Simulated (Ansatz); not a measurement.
**BN, pressure series**

Start from BN in the zinc blende structure (space group F-43m, No. 216; a = 3.625 Å).

Cell and atoms are relaxed at each pressure.

All numbers come from PBE (Ansatz, a program for electronic structure), spin-orbit coupling left out.

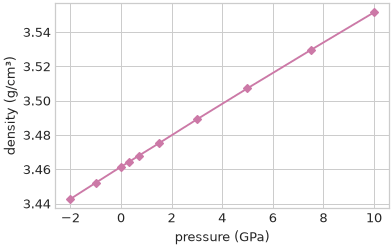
*Density against pressure*

Q: From the plot, what is the density for pressure 5 GPa?

A: About 3.51 g/cm³.

Q: Is the trend monotonic over the range shown?

A: Yes, it rises throughout, spanning 3.44 g/cm³ to 3.55 g/cm³.

Load acts through the strain it causes; cell and atoms are relaxed under it. Whether these cells are dynamically stable was not tested. No other phases were tried under pressure.
